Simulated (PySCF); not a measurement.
**C3H4F4Si: runs on many settings, part 1 of 2**

Aim: see how C3H4F4Si (`FC(F)(F)[C@@]1(F)C[SiH2]1`) answers to the choice of functional, basis, grid and SCF options.

Computed with PySCF 2.14.0, with density-fitted response routines of our own, on a single molecule, in the gas phase or a continuum. Atoms are numbered from 0 throughout.

### Step 1. The starting structure

12 atoms, charge 0, multiplicity 1; geometry from: GFN2-xTB.

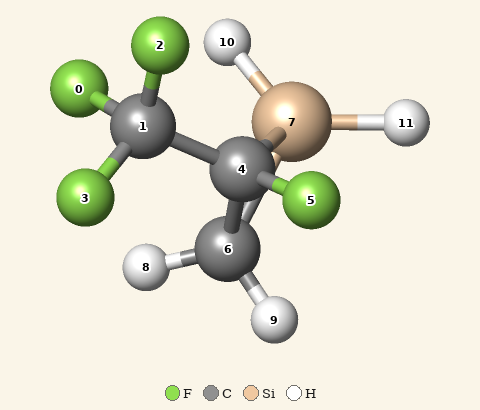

As it starts; fluorine green, carbon grey, silicon light orange, hydrogen white, atoms numbered.

### Step 2. Shielding tensors: PBE0/pcSseg-1

Job settings and geometry (Å):

```
{"job": {"kind": "nmr", "xc": "PBE0", "basis": "pcSseg-1"}, "charge": 0, "multiplicity": 1}
F      1.135813     0.466080     1.541045
C      1.449384     0.096038     0.281186
F      2.277632     1.037526    -0.191515
F      2.175715    -1.028292     0.395435
C      0.199129    -0.051157    -0.529873
F      0.512133    -0.325927    -1.841054
C     -0.892144    -0.940009     0.077096
Si    -1.405696     0.871089    -0.062577
H     -0.642603    -1.390654     1.028349
H     -1.285832    -1.671147    -0.616362
H     -1.321749     1.711195     1.111557
H     -2.200585     1.224572    -1.219315
```

Level: GIAO PBE0/pcSseg-1 NMR shielding, non-relativistic, gas phase.

On the command line:

```
OMP_NUM_THREADS=1 python probes_run.py task.json out
```

This one command runs all jobs of the session in turn.

The program printed:

```text
coarse grid: 11712 points
cycle   1  E = -804.6237112036  dE =  1.227e+00  |g| = 9.715e-01  |ddm| = 3.130e+00
cycle   2  E = -804.4441586610  dE =  1.796e-01  |g| = 1.481e+00  |ddm| = 1.295e+00
cycle   3  E = -804.7828931368  dE = -3.387e-01  |g| = 7.637e-02  |ddm| = 8.086e-01
cycle   4  E = -804.7834723452  dE = -5.792e-04  |g| = 5.723e-02  |ddm| = 1.158e-01
cycle   5  E = -804.7842516941  dE = -7.793e-04  |g| = 7.445e-03  |ddm| = 5.423e-02
cycle   6  E = -804.7842615566  dE = -9.862e-06  |g| = 2.433e-03  |ddm| = 7.837e-03
final grid: 113456 points
cycle   7  E = -804.8590291845  dE = -4.981e-05  |g| = 8.693e-03  |ddm| = 2.275e-02
cycle   8  E = -804.8590103791  dE =  1.881e-05  |g| = 1.352e-02  |ddm| = 1.537e-02
cycle   9  E = -804.8590437855  dE = -3.341e-05  |g| = 6.412e-04  |ddm| = 9.161e-03
cycle  10  E = -804.8590438466  dE = -6.106e-08  |g| = 3.169e-04  |ddm| = 7.219e-04
cycle  11  E = -804.8590438675  dE = -2.088e-08  |g| = 6.433e-05  |ddm| = 2.718e-04
cycle  12  E = -804.8590438684  dE = -8.804e-10  |g| = 1.439e-05  |ddm| = 7.230e-05
converged SCF energy = -804.8590438684

GIAO shielding tensors (ppm)
atom      isotropic    diamagn.    paramagn.     s11        s22        s33       span
  0 F      257.528     475.744    -218.217    179.169    248.847    344.567    165.398
  1 C       51.521     240.270    -188.749     37.516     54.751     62.295     24.779
  2 F      254.855     471.107    -216.252    164.122    258.577    341.865    177.742
  3 F      259.282     472.129    -212.846    175.230    256.343    346.273    171.043
  4 C      102.539     247.900    -145.360     45.137     82.039    180.442    135.305
  5 F      413.019     472.417     -59.397    358.088    420.591    460.379    102.292
  6 C      178.868     256.164     -77.296    149.151    184.248    203.205     54.055
  7 Si     479.565     880.680    -401.115    382.875    401.465    654.357    271.482
  8 H       30.238      30.950      -0.711     24.902     28.070     37.744     12.842
  9 H       30.390      29.986       0.404     25.949     26.331     38.890     12.941
 10 H       28.481      29.456      -0.975     23.084     26.947     35.413     12.329
 11 H       28.425      29.360      -0.936     23.522     26.001     35.750     12.228
```

Run time: 28 s. Hardware: 1 thread of Intel Xeon Platinum 8488C, shared host; peak memory 0.74 GiB.

Shifts follow as δ = σ(reference) − σ, with reference shieldings (ppm) from runs at the same level and on the same kind of geometry: ¹H TMS 31.72, ¹³C TMS 186.9, ²⁹Si TMS 349.2, ¹⁹F CFCl3 170.9. The references are single molecules in the gas phase, so shifts against H2O, NH3, PH3, H3PO4 or CFCl3 are not on the usual liquid scales and can be off by tens of ppm. Atoms listed in one row are averaged.

```csv
atoms,environment,σ (ppm),δ (ppm),δ scaled to CDCl3
C1,CF3 carbon,51.5,135.4,130.2
C4,three-membered-ring carbon bearing a halogen,102.5,84.4,80.4
C6,three-membered-ring carbon,178.9,8.1,5.9
H11,"hydrogen on a silicon bonded to 2 C, in a 3-membered ring",28.42,3.29,–
H10,"hydrogen on a silicon bonded to 2 C, in a 3-membered ring",28.48,3.24,–
H8,hydrogen on a three-membered-ring carbon,30.24,1.48,1.50
H9,hydrogen on a three-membered-ring carbon,30.39,1.33,1.36
"F0, F2, F3",fluorine of a CF3 group,257.2,-86.3,–
F5,fluorine on an sp3 carbon,413.0,-242.1,–
Si7,"silicon bonded to 2 C, 2 H, in a 3-membered ring",479.6,-130.4,–
```

The scaled column applies a straight-line fit of computed shieldings to shifts measured in CDCl3; 19F shifts take a fit of their own (root-mean-square error 0.16 ppm for H, 1.9 ppm for C).

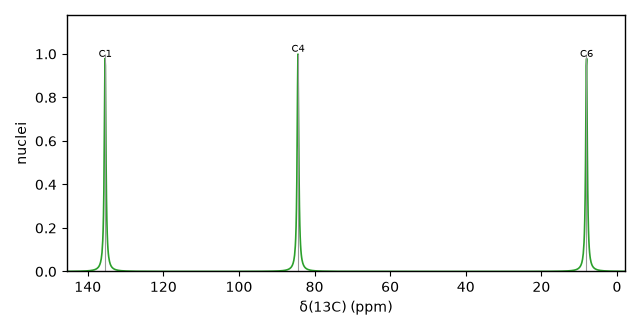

¹³C lines at the computed shifts, without couplings. Lines are broadened to a width of 0.51 ppm (Lorentzian).

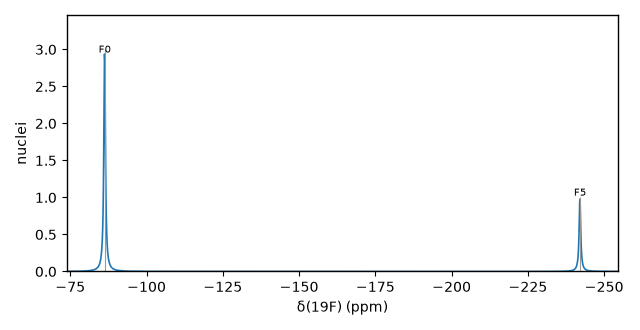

¹⁹F lines at the computed shifts, without couplings. Lines are broadened to a width of 0.62 ppm (Lorentzian).

Charges from the same density, by scheme (e):

```csv
atoms,Mulliken,IAO,Hirshfeld,ESP fit
"F0, F2, F3",-0.27,-0.28,-0.09,-0.18
C1,0.86,0.79,0.24,0.53
C4,-0.12,0.03,-0.02,-0.07
F5,-0.30,-0.29,-0.10,-0.13
C6,-0.44,-0.54,-0.18,-0.53
Si7,0.53,0.65,0.32,0.26
```

Hirshfeld charges:

```csv
atom,value (e)
F0,-0.08
C1,0.24
F2,-0.10
F3,-0.10
C4,-0.02
F5,-0.10
C6,-0.18
Si7,0.32
H8,0.05
H9,0.06
H10,-0.05
H11,-0.05
```

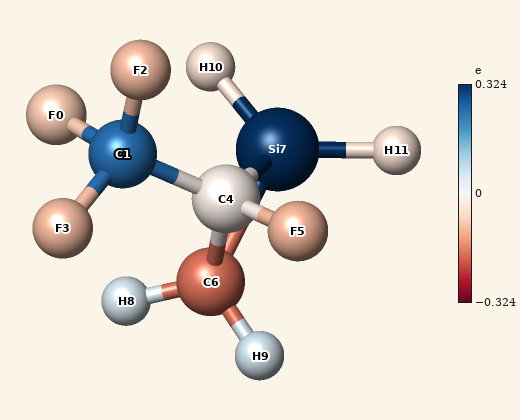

Hirshfeld charges, as colours on the atoms.

Mayer bond orders: F0–C1 0.96, C1–F2 1.01, C1–F3 1.01, C1–C4 0.94, C4–F5 0.89, C4–C6 0.87, C6–Si7 0.94, Si7–C4 0.85.

Ring of atoms C4, C6, Si7: NICS(0) -23.8, NICS(1) -7.7, NICS(1)zz -15.8 ppm (means of both faces; NICS(1) differs between them: -9.1 and -6.4). The ring holds saturated atoms, so no π current runs round it: these values come from its σ bonds, any local π bonds and neighbouring rings, and say nothing of aromaticity.

The two faces differ (NICS(1)zz -19.4 and -12.3 ppm, in the same order).

In rings of three or four atoms NICS is ruled by the nearby σ bonds, so it says little on aromaticity.

The fields below are evaluated on a grid from the run's orbitals.

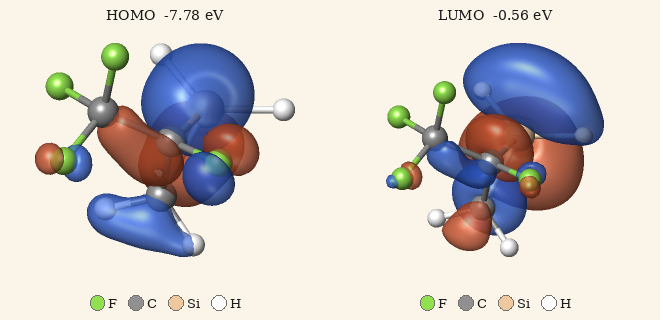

Frontier orbitals at PBE0/pcSseg-1; each surface holds 70 % of the orbital's density, blue and red mark the sign.

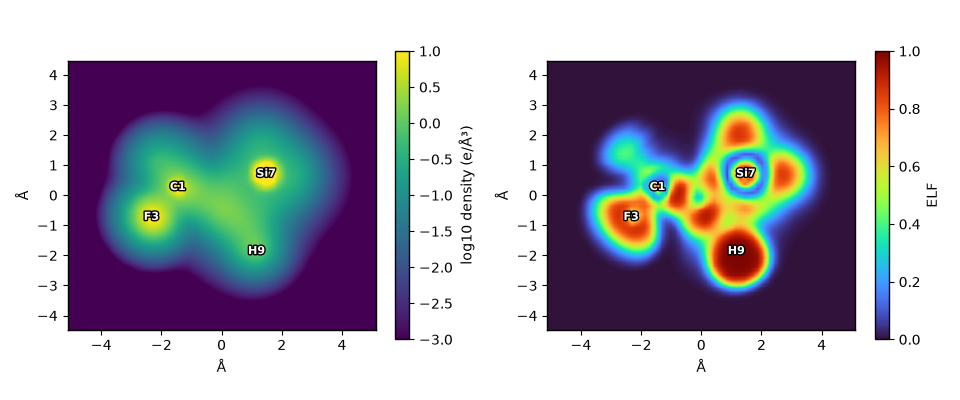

Density (left) and ELF (right) in a plane through or near 4 of the atoms.

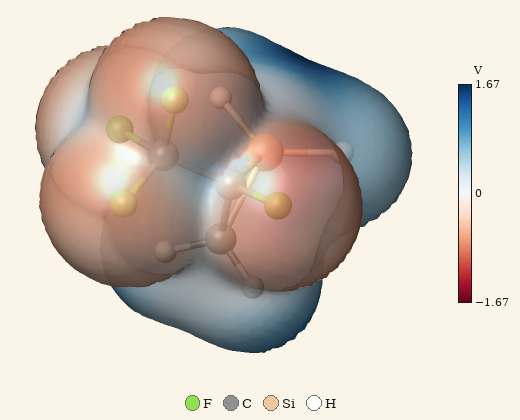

The potential that a unit positive charge feels on the 0.002 e/bohr³ surface, from -0.83 V near F5 to 1.67 V near H10.

### Step 3. TDDFT and polarisability: PBE0/def2-SVPD

Same as in step 2 but for these lines:

```diff
@@ -1,2 +1,2 @@
-{"job": {"kind": "nmr", "xc": "PBE0", "basis": "pcSseg-1"}, "charge": 0, "multiplicity": 1}
+{"job": {"kind": "uv", "xc": "PBE0", "basis": "def2-SVPD", "nstates": 6, "ntriplets": 2}, "charge": 0, "multiplicity": 1}
 F      1.135813     0.466080     1.541045
```

Level: TDDFT PBE0/def2-SVPD, vertical, gas phase, core orbitals frozen in the response.

The program printed:

```text
coarse grid: 11712 points
cycle   1  E = -804.2111874257  dE =  1.175e+00  |g| = 9.051e-01  |ddm| = 4.640e+00
cycle   2  E = -804.0496578574  dE =  1.615e-01  |g| = 1.366e+00  |ddm| = 2.069e+00
cycle   3  E = -804.3580342777  dE = -3.084e-01  |g| = 7.599e-02  |ddm| = 1.273e+00
cycle   4  E = -804.3587312185  dE = -6.969e-04  |g| = 5.142e-02  |ddm| = 1.574e-01
cycle   5  E = -804.3593620557  dE = -6.308e-04  |g| = 7.856e-03  |ddm| = 7.048e-02
cycle   6  E = -804.3593743646  dE = -1.231e-05  |g| = 2.084e-03  |ddm| = 1.341e-02
cycle   7  E = -804.3593751023  dE = -7.378e-07  |g| = 6.167e-04  |ddm| = 2.648e-03
final grid: 113456 points
cycle   8  E = -804.4661275891  dE = -3.559e-05  |g| = 8.256e-03  |ddm| = 7.300e-02
cycle   9  E = -804.4661089405  dE =  1.865e-05  |g| = 1.281e-02  |ddm| = 2.250e-02
cycle  10  E = -804.4661416603  dE = -3.272e-05  |g| = 5.157e-04  |ddm| = 1.341e-02
cycle  11  E = -804.4661416978  dE = -3.748e-08  |g| = 3.014e-04  |ddm| = 9.967e-04
cycle  12  E = -804.4661417136  dE = -1.577e-08  |g| = 5.013e-05  |ddm| = 3.021e-04
cycle  13  E = -804.4661417140  dE = -4.413e-10  |g| = 1.796e-05  |ddm| = 1.067e-04
converged SCF energy = -804.4661417140

Static polarisability (au): isotropic 65.286, principal 58.275 61.281 76.302

Singlet excitations
state   eV       nm        f      main configurations
  1   6.3733    194.5   0.18685   H->L 0.94
  2   6.6722    185.8   0.00309   H->L+2 0.55, H->L+1 0.41
  3   6.8538    180.9   0.00317   H->L+1 0.48, H->L+2 0.32, H-1->L 0.11
  4   7.1400    173.6   0.03406   H-1->L 0.78
  5   7.3358    169.0   0.03504   H->L+3 0.90
  6   7.8071    158.8   0.00430   H-1->L+2 0.62, H-1->L+1 0.32

Triplet excitations (Tamm-Dancoff, eV): 4.8927 6.0551
```

Run time: 44 s. Hardware: 1 thread of Intel Xeon Platinum 8488C, shared host; peak memory 0.85 GiB.

The orbitals next to the gap, with their largest atomic shares:

```csv
orbital,eV,atoms
HOMO−3,-11.18,"F5 28 %, C4 12 %, C1 9 %"
HOMO−2,-10.82,"Si7 35 %, H10 22 %, H11 21 %"
HOMO−1,-9.06,"C6 35 %, C4 18 %, F5 16 %"
HOMO,-7.84,"C4 28 %, Si7 27 %, C6 17 %"
LUMO,-0.66,"Si7 47 %, C6 13 %, H10 11 %"
LUMO+1,0.36,"Si7 34 %, H10 15 %, H11 12 %"
LUMO+2,0.43,"Si7 27 %, H11 18 %, C4 12 %"
```

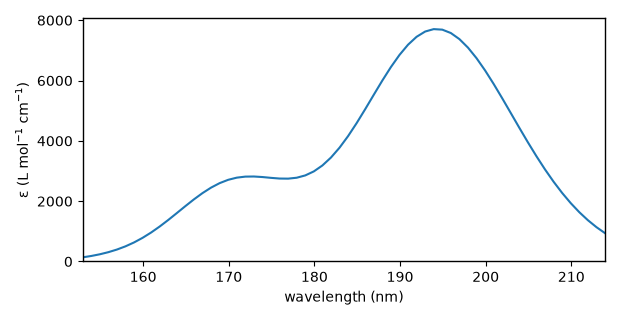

Absorption spectrum: each of the 6 states is a Gaussian band of 0.4 eV half-width at 1/e. Beyond the last state computed it falls off for lack of states.

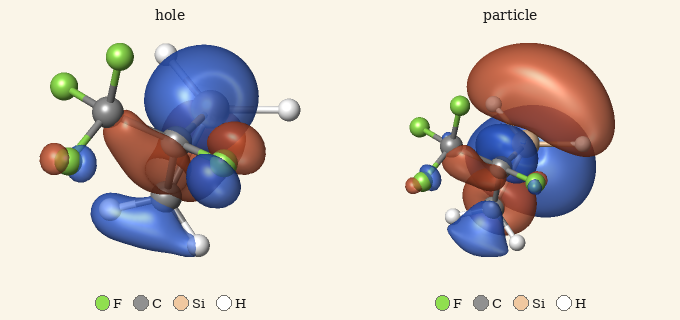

Leading natural transition orbitals of singlet state 1: the electron leaves the hole (left) for the particle orbital (right).

Further results of this job:

```csv
property,computed
dipole moment (D),3.46
polarisability (Å³),9.67
HOMO–LUMO gap (eV),7.17
−ε(HOMO) (eV),7.84
```

### Step 4. Spin-spin couplings: LDA/IGLO-II in chloroform

Same as in step 3 but for these lines:

```diff
@@ -1,2 +1,2 @@
-{"job": {"kind": "uv", "xc": "PBE0", "basis": "def2-SVPD", "nstates": 6, "ntriplets": 2}, "charge": 0, "multiplicity": 1}
+{"job": {"kind": "j", "xc": "LDA", "basis": "IGLO-II", "solvent": "chloroform", "scf": {"guess": "vsap"}}, "charge": 0, "multiplicity": 1}
 F      1.135813     0.466080     1.541045
```

Method: LDA/IGLO-II indirect spin-spin coupling, non-relativistic, IEF-PCM chloroform.

The program printed:

```text
final grid: 113456 points
cycle   1  E = -795.5546923670  dE =  4.377e+00  |g| = 3.676e+00  |ddm| = 1.174e+01
cycle   2  E = -769.8155474949  dE =  2.574e+01  |g| = 1.119e+01  |ddm| = 1.402e+01
cycle   3  E = -794.8915538897  dE = -2.508e+01  |g| = 4.645e+00  |ddm| = 6.817e+00
cycle   4  E = -800.1398110711  dE = -5.248e+00  |g| = 2.104e+00  |ddm| = 4.998e+00
cycle   5  E = -800.8515665718  dE = -7.118e-01  |g| = 8.312e-01  |ddm| = 1.519e+00
cycle   6  E = -800.9392866734  dE = -8.772e-02  |g| = 5.124e-01  |ddm| = 5.617e-01
cycle   7  E = -800.9816148196  dE = -4.233e-02  |g| = 1.604e-01  |ddm| = 3.374e-01
cycle   8  E = -800.9852584193  dE = -3.644e-03  |g| = 9.402e-02  |ddm| = 1.604e-01
cycle   9  E = -800.9869299537  dE = -1.672e-03  |g| = 2.325e-02  |ddm| = 7.760e-02
cycle  10  E = -800.9869877165  dE = -5.776e-05  |g| = 1.148e-02  |ddm| = 2.368e-02
cycle  11  E = -800.9870104864  dE = -2.277e-05  |g| = 2.440e-03  |ddm| = 9.998e-03
cycle  12  E = -800.9870115054  dE = -1.019e-06  |g| = 6.071e-04  |ddm| = 1.986e-03
cycle  13  E = -800.9870115656  dE = -6.014e-08  |g| = 2.844e-04  |ddm| = 5.707e-04
cycle  14  E = -800.9870115782  dE = -1.266e-08  |g| = 9.595e-05  |ddm| = 2.147e-04
cycle  15  E = -800.9870115796  dE = -1.401e-09  |g| = 1.949e-05  |ddm| = 6.980e-05
cycle  16  E = -800.9870115797  dE = -3.320e-11  |g| = 1.752e-05  |ddm| = 2.432e-05
converged SCF energy = -800.9870115797

Indirect spin-spin couplings (Hz)
  i      j    bonds     total        FC       PSO       DSO        SD
  0 F    1 C    1   -361.570  -339.622   -31.986     1.566     8.472
  0 F    2 F    2     -4.613   -45.647    -6.077    -0.022    47.133
  0 F    3 F    2    -21.343   -35.315   -30.824    -0.010    44.805
  0 F    4 C    2     51.000    53.854    -2.903     0.341    -0.292
  0 F    5 F    3    -44.451   -34.710   -23.028    -1.404    14.691
  0 F    6 C    3     -3.887    -3.810    -0.115     0.166    -0.128
  0 F    7 Si   3     -6.403    -6.372     0.003    -0.111     0.077
  0 F    8 H    4      4.329     4.743    -1.754     1.488    -0.149
  0 F    9 H    4     -0.373    -0.375     1.357    -1.232    -0.123
  0 F   10 H    4      6.562     6.565    -1.638     1.464     0.170
  0 F   11 H    4      4.221     4.517     1.081    -1.332    -0.045
  1 C    2 F    1   -385.297  -356.310   -37.367     1.542     6.838
  1 C    3 F    1   -402.023  -373.182   -37.112     1.542     6.729
  1 C    4 C    1     65.034    66.483    -1.987     0.537         -
  1 C    5 F    2     11.958    16.449    -5.126     0.418     0.215
  1 C    6 C    2      0.063     0.140    -0.187     0.110         -
  1 C    7 Si   2     -0.309    -0.459     0.111    -0.043     0.082
  1 C    8 H    3      5.515     5.469    -0.411     0.457         -
  1 C    9 H    3      1.870     1.853     0.138    -0.122         -
  1 C   10 H    3     -0.082    -0.050    -0.176     0.144         -
  1 C   11 H    3     -0.374    -0.331     0.182    -0.225         -
  2 F    3 F    2    -67.396   -33.496   -73.273    -0.096    39.469
  2 F    4 C    2     37.502    38.319    -2.287     0.258     1.212
  2 F    5 F    3    -26.221   -12.187   -15.081     0.322     0.725
  2 F    6 C    3      1.652     0.781     0.353    -0.324     0.842
  2 F    7 Si   3     -1.111    -1.029     0.078     0.072    -0.233
  2 F    8 H    4     -2.571    -1.727     0.643    -1.365    -0.123
  2 F    9 H    4      4.040     4.105     1.359    -1.478     0.053
  2 F   10 H    4      0.466     0.218     0.533    -0.195    -0.091
  3 F    4 C    2     20.847    18.966    -0.359     0.230     2.010
  3 F    5 F    3    -15.831     0.560   -14.029     0.125    -2.487
  3 F    6 C    3      1.272     2.033    -0.849     0.075     0.013
  3 F    7 Si   3     -0.264    -1.800     1.205     0.221     0.110
  3 F    8 H    4      0.927     0.331    -0.128     0.891    -0.168
  3 F    9 H    4     -0.619    -0.471     0.348    -0.375    -0.121
  3 F   10 H    4     -0.342     0.128     0.704    -1.084    -0.090
  3 F   11 H    4      2.267     2.448     1.025    -1.321     0.116
  4 C    5 F    1   -350.421  -395.263    27.297     1.220    16.324
  4 C    6 C    1     -4.417    -3.075    -1.692     0.350         -
  4 C    7 Si   1     -3.057    -4.771     1.292    -0.163     0.585
  4 C    8 H    2      0.042     0.020    -0.158     0.181         -
  4 C    9 H    2     -2.217    -2.310    -0.053     0.146         -
  4 C   10 H    2      0.466     0.394     0.127    -0.055         -
  4 C   11 H    2     -1.196    -1.174     0.020    -0.042         -
  5 F    6 C    2     -5.531    -5.370    -0.809     0.035     0.613
  5 F    7 Si   2      1.511     0.737    -1.351     0.058     2.066
  5 F    8 H    3      5.250     5.177     1.487    -1.378    -0.037
  5 F    9 H    3     33.325    32.930     0.361     0.604    -0.569
  5 F   10 H    3     -0.423    -0.361     1.788    -1.572    -0.278
  5 F   11 H    3      6.293     5.547     1.246     0.162    -0.662
  6 C    7 Si   1     -6.443    -8.032     0.955    -0.101     0.735
  6 C    8 H    1    119.376   117.917     0.401     1.058         -
  6 C    9 H    1    121.129   119.706     0.410     1.012         -
  6 C   10 H    2      1.328     1.234     0.379    -0.284         -
  6 C   11 H    2      2.564     2.515     0.318    -0.269         -
  7 Si   8 H    2      2.094     2.176    -0.344     0.153     0.109
  7 Si   9 H    2      1.286     1.260    -0.324     0.162     0.187
  7 Si  10 H    1   -231.386  -231.781     1.064    -0.298    -0.371
  7 Si  11 H    1   -228.278  -228.657     1.003    -0.272    -0.352
  8 H    9 H    2     -9.924   -10.112     2.236    -2.049         -
  8 H   10 H    3      2.963     3.038     0.188    -0.264         -
  8 H   11 H    3      3.419     3.756     1.860    -2.198         -
  9 H   10 H    3      3.783     4.137     1.894    -2.249         -
  9 H   11 H    3      3.312     3.361     0.150    -0.199         -
 10 H   11 H    2     22.881    23.673     2.191    -2.983         -
```

Run time: 16 s. Hardware: 1 thread of Intel Xeon Platinum 8488C, shared host; peak memory 0.83 GiB.

A choice of the couplings up to four bonds, sorted by the number of bonds, with means over like pairs; isotopes 13C, 19F, 1H, 29Si:

```csv
pair,bonds,J (Hz),Fermi contact (Hz),dihedral (°)
F0–C1,1,-383.0,-356.4,–
C4–F5,1,-350.4,-395.3,–
Si7–H10,1,-231.4,-231.8,–
Si7–H11,1,-228.3,-228.7,–
C6–H9,1,121.1,119.7,–
C6–H8,1,119.4,117.9,–
C1–C4,1,65.0,66.5,–
C6–Si7,1,-6.4,-8.0,–
C4–C6,1,-4.4,-3.1,–
F0–C4,2,36.4,37.0,–
F0–F2,2,-31.1,-38.2,–
H10–H11,2,22.9,23.7,–
C1–F5,2,12.0,16.4,–
H8–H9,2,-9.9,-10.1,–
F5–C6,2,-5.5,-5.4,–
C6–H11,2,2.6,2.5,–
C4–H9,2,-2.2,-2.3,–
Si7–H8,2,2.1,2.2,–
F5–H9,3,33.3,32.9,-1
F0–F5,3,-28.8,-15.4,–
F5–H11,3,6.3,5.5,0
C1–H8,3,5.5,5.5,-1
F5–H8,3,5.2,5.2,130
H9–H10,3,3.8,4.1,156
H8–H11,3,3.4,3.8,-156
H9–H11,3,3.3,3.4,-7
H8–H10,3,3.0,3.0,7
F0–H10,4,2.2,2.3,–
F0–H11,4,2.2,2.3,–
F0–H9,4,1.0,1.1,–
```

Means hide unlike values in this fixed geometry: F0–C4 from 20.8 to 51.0 Hz; F0–F2 from -67.4 to -4.6 Hz; F0–F5 from -44.5 to -15.8 Hz. They hold only if the pairs exchange fast.

The spin-dipole term was solved for some atoms only; pairs without it lack that part.

Shifts (PBE0/pcSseg-1, scaled to CDCl3 for protons on carbon, raw for the others) and these couplings together give the proton spectrum at 500 MHz below.

¹H NMR δ 3.29 (m, 1H), 3.24 (m, 1H), 1.50 (m, 1H), 1.36 (m, 1H).

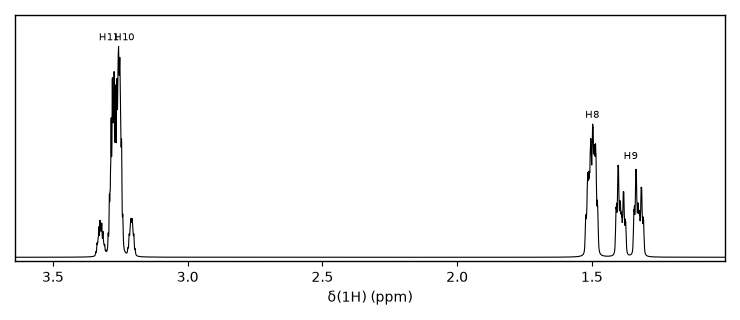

Simulated proton spectrum at 500 MHz, by exact diagonalisation of each spin system; lines 1.2 Hz wide, exchangeable protons uncoupled.

(Continued in part 2 of 2.)
